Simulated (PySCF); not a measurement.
CH10BOPSi

```yaml
atoms:
  - { symbol: C, position_ang: [2.1237, -0.2030, 1.3037] }
  - { symbol: Si, position_ang: [1.4437, -0.2465, -0.4669] }
  - { symbol: O, position_ang: [-0.1372, -0.0152, -0.3057] }
  - { symbol: B, position_ang: [-1.2681, 0.0716, -1.1993] }
  - { symbol: P, position_ang: [-2.3479, 0.3496, 0.4252] }
  - { symbol: H, position_ang: [1.6939, -0.9817, 1.9277] }
  - { symbol: H, position_ang: [3.1976, -0.3551, 1.2849] }
  - { symbol: H, position_ang: [1.9367, 0.7494, 1.7920] }
  - { symbol: H, position_ang: [2.0381, 0.8225, -1.2838] }
  - { symbol: H, position_ang: [1.7096, -1.5475, -1.0992] }
  - { symbol: H, position_ang: [-1.3052, 1.0402, -1.8834] }
  - { symbol: H, position_ang: [-1.5818, -0.9441, -1.7263] }
  - { symbol: H, position_ang: [-2.0588, -0.6682, 1.3047] }
  - { symbol: H, position_ang: [-3.6762, 0.5660, 0.8150] }
  - { symbol: H, position_ang: [-1.7726, 1.3698, 1.1471] }
```

Geometry: GFN2-xTB, NEB image 0 of 0 to 8.

Theory: PySCF 2.14.0, PBE0/pcSseg-1, SCF density, gas phase, non-relativistic.

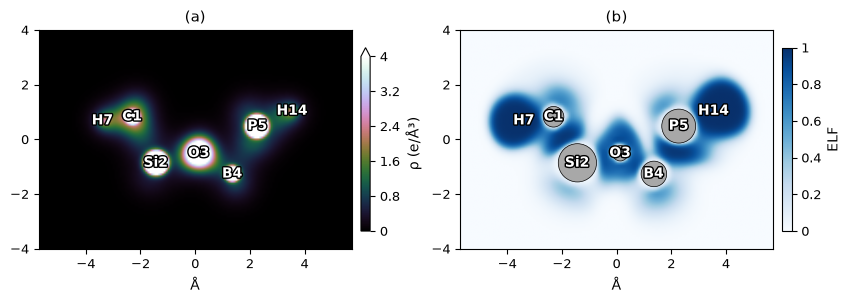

Figure 1. (a) total electron density; (b) electron localisation function on the plane of atoms Si2, O3 and B4. Grey discs cover the atomic cores in the ELF map.

Q: Describe what can be read from this map.

A:
- The plane passes through C, Si, O, B, P and H nuclei.
- B–O (1.44 Å): the density is about 1.7 e/Å³ at the midpoint; the ELF peaks at about 0.90 between the atoms: a polar covalent bond.
- Si–O (1.61 Å): the density is about 1.2 e/Å³ at the midpoint; the ELF peaks at about 0.85 between the atoms, as expected for a polar covalent bond.
- C–Si (1.90 Å): ρ at the midpoint is about 0.93 e/Å³; the ELF peaks at about 0.95 between the atoms; localised, covalent bonding.
- B–P (1.97 Å): the density is about 0.82 e/Å³ at the midpoint, with its minimum of 0.69 e/Å³ about 0.6 Å from B; the ELF peaks at about 0.95 between the atoms; a shared electron pair.
- C–H (1.08 Å): the density is about 1.9 e/Å³ at the midpoint; the ELF climbs to about 1 towards the hydrogen, as it does in any bond to H: an ordinary covalent bond to hydrogen.
- The ELF also peaks beside O3, away from the bonds: lone-pair regions.

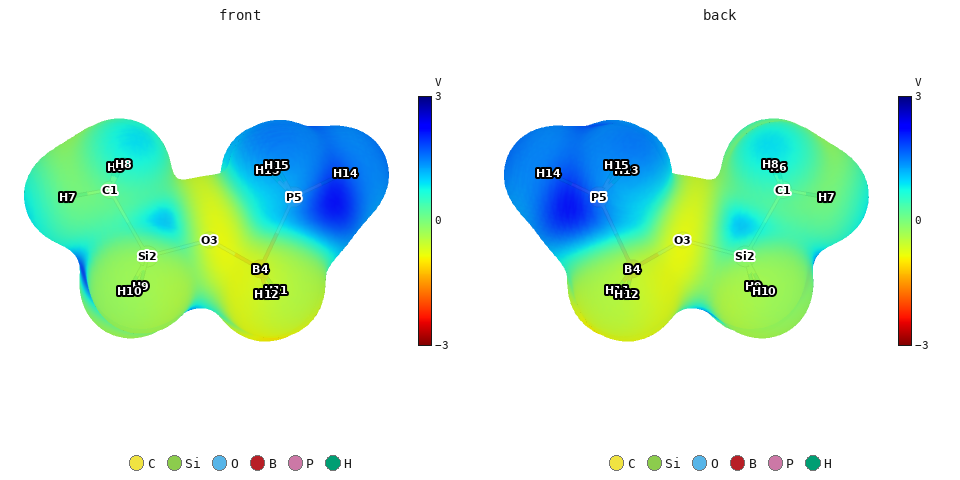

Figure 2. The electrostatic potential painted on the density surface at 0.004 e/bohr³, seen from the front and from behind; the colour scale runs from red (negative) to blue (positive).

Q: Which sites attract a positive test charge, and which a negative one?

A: A positive charge is drawn to the negative regions and a negative charge to the positive ones. The most negative region (about −1.0 V) lies over H12, the most positive (about +2.1 V) over P5.
